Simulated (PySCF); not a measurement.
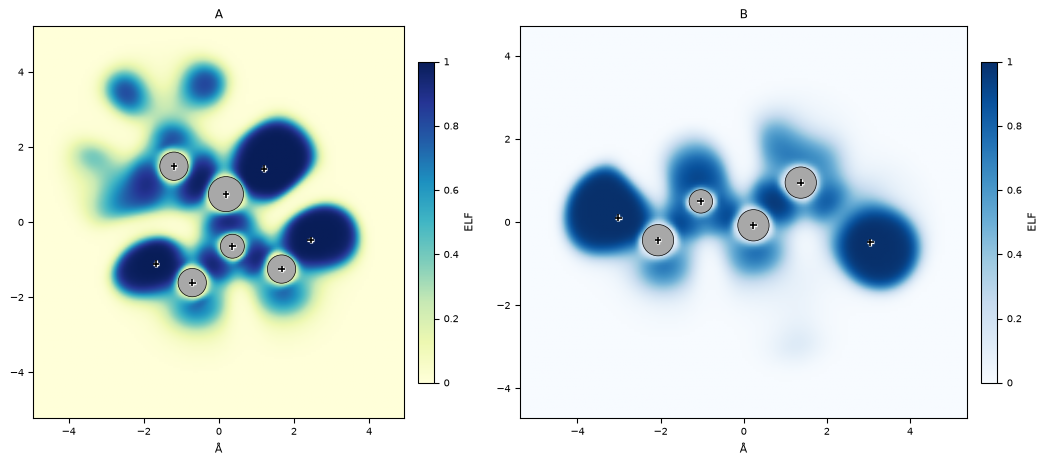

The electron localisation function of 2 systems, each on a plane through atoms (crosses mark nuclei in the plane; grey discs cover the cores).

Theory: PBE0/pcSseg-1, SCF density, gas phase, non-relativistic (PySCF).

System 1: C₄H₁₀OSi, the plane of atoms C1, O2 and C3. Geometry: PBE0-D3(BJ)/def2-SVP.

```yaml
atoms:
  - { symbol: C, position_ang: [2.4747, 0.1739, 0.1673] }
  - { symbol: O, position_ang: [1.3886, -0.6216, 0.5145] }
  - { symbol: C, position_ang: [0.2493, -0.3584, -0.2363] }
  - { symbol: C, position_ang: [-0.9869, -1.1473, 0.2298] }
  - { symbol: C, position_ang: [-2.1121, -0.1672, -0.1802] }
  - { symbol: Si, position_ang: [-0.8328, 1.2284, -0.0429] }
  - { symbol: H, position_ang: [2.7902, 0.0171, -0.8839] }
  - { symbol: H, position_ang: [3.3146, -0.0860, 0.8267] }
  - { symbol: H, position_ang: [2.2481, 1.2537, 0.2916] }
  - { symbol: H, position_ang: [0.4309, -0.5442, -1.3184] }
  - { symbol: H, position_ang: [-1.0678, -2.1719, -0.1700] }
  - { symbol: H, position_ang: [-0.9300, -1.2259, 1.3283] }
  - { symbol: H, position_ang: [-3.0149, -0.1774, 0.4449] }
  - { symbol: H, position_ang: [-2.4170, -0.3157, -1.2288] }
  - { symbol: H, position_ang: [-0.7477, 1.8196, 1.3282] }
  - { symbol: H, position_ang: [-0.8090, 2.3264, -1.0609] }
```

System 2: C₅H₁₂BN (SMILES C=C(C)BN(C)C), the plane of atoms C2, B4 and N5. Geometry: PBE0-D3(BJ)/def2-SVP.

```xyz
19

C     1.7100    1.6856   -0.0369
C     1.5305    0.3548   -0.0681
C     2.6377   -0.5868    0.3183
B     0.2147   -0.2909   -0.6363
N    -1.0825    0.0165   -0.2140
C    -2.2464   -0.5844   -0.8229
C    -1.4131    0.9252    0.8590
H     0.9230    2.3825   -0.3428
H     2.6630    2.1348    0.2693
H     3.5501   -0.0540    0.6280
H     2.8931   -1.2543   -0.5218
H     2.3298   -1.2453    1.1483
H     0.3178   -1.1343   -1.5059
H    -1.9412   -1.2748   -1.6186
H    -2.9095    0.1840   -1.2602
H    -2.8411   -1.1445   -0.0785
H    -2.0460    0.4219    1.6117
H    -0.5017    1.2859    1.3496
H    -1.9799    1.7976    0.4864
```

> Which map belongs to which system?

Panel A is system 2, C₅H₁₂BN: the plane holds C, B, N and H. B–N (1.40 Å): the ELF peaks at about 0.90 between the atoms, as expected for a polar covalent bond. Panel B is system 1, C₄H₁₀OSi: the plane holds C, O and H. C–O (1.39 Å): the ELF peaks at about 0.90 between the atoms; a polar covalent bond.
